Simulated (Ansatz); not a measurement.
# Hypothetical diamond Sr: response to strain

Take Sr in the diamond structure (space group Fd-3m, No. 227; a = 9.367 Å; a hypothetical phase, not in the database extracts checked; relaxed with 0.1 eV smearing) as the base.

Strains are applied to the cell and any free atomic positions relax.

The values are results of Kohn–Sham DFT with the PBEsol functional, run in Ansatz (an electronic-structure program) with PAW and 420 eV plane waves, no spin-orbit coupling, not measurements.

Notes on the quantities. energy relative to the base: free energy F.

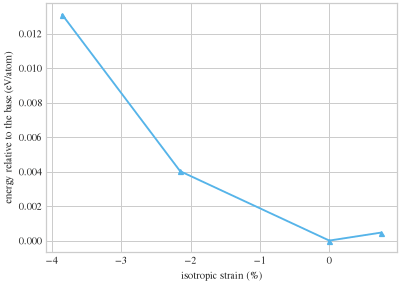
*Energy relative to the base against isotropic strain*

```
isotropic strain (%)  energy relative to the base
--------------------  ---------------------------
-3.85                                +13 meV/atom
-2.15                               +4.0 meV/atom
0.74                                +0.5 meV/atom
```

Stability against distortions was not tested.
